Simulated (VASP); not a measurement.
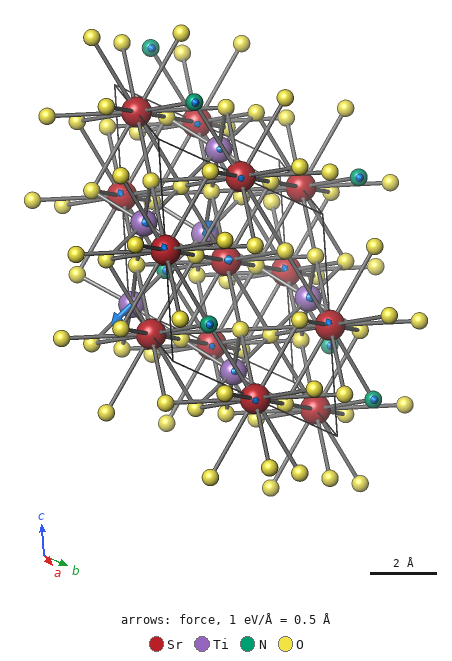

Starting geometry of a defect cell of composition Sr4Ti4NO11 with the computed forces as blue arrows. Style: ball-and-stick. Shown: the cell of the calculation, slightly off an axis.

The run lets the atoms move in a fixed cell.

Level of theory: VASP, Kohn-Sham DFT of a periodic cell, PBE, VASP PAW PBE potentials, recommended.

Input file:
```
PREC     = Normal         # precision mode
ENCUT    = 450            # plane-wave cutoff, eV
EDIFF    = 1E-6           # SCF threshold, eV
ISMEAR   = 0              # smearing method
SIGMA    = 0.01           # smearing width, eV
LREAL    = Auto         
LASPH    = True           # aspherical terms in the spheres
NELM     = 80             # most SCF steps
ALGO     = Normal         # electronic algorithm
ISIF     = 2              # what is computed and relaxed
LWAVE    = False          # write WAVECAR
LCHARG   = False          # write CHGCAR
GGA      = PE             # functional
IBRION   = 2              # ionic algorithm
NSW      = 70             # ionic steps
EDIFFG   = -0.025         # ionic threshold
ICORELEVEL= 1            
NELECT   = 158.0        
ISYM     = 0
```

Run as
```bash
cat potpaw_PBE.64/Sr_sv/POTCAR potpaw_PBE.64/Ti_sv/POTCAR potpaw_PBE.64/N/POTCAR potpaw_PBE.64/O/POTCAR > POTCAR
mpirun -np 4 vasp_std > vasp.out
```

> Is this structure relaxed? If not, where do the atoms go?

It isn't relaxed: the largest force vector, on a Ti atom, is 1.86 eV/Å. The atoms end up moving mostly along the starting forces (cosine between the two patterns 0.86). A Ti atom moves most: 0.11 Å roughly along [−1 −3 −3]. Largest moves by element: Ti 0.11 Å, N 0.08 Å, Sr 0.03 Å, O 0.03 Å. The cell stays as it was. Some distances before and after: Sr–Ti 3.510 → 3.393 Å, Sr–Ti 3.315 → 3.432 Å, O–Ti 2.067 → 1.958 Å, Sr–Ti 3.486 → 3.387 Å. Bond angles that change, for instance: N–Ti–O 96.4° → 89.7°, Ti–N–Ti 171.6° → 178.0°, N–Ti–O 95.3° → 89.5°. The energy falls by 0.218 eV per cell of the calculation in 10 geometry steps. Largest force component: 1.7 eV/Å at the start, 0.017 eV/Å at the end.

Limits of the set-up: the periodic images lie only 6.8 Å apart, so the values are limited by the cell's size.
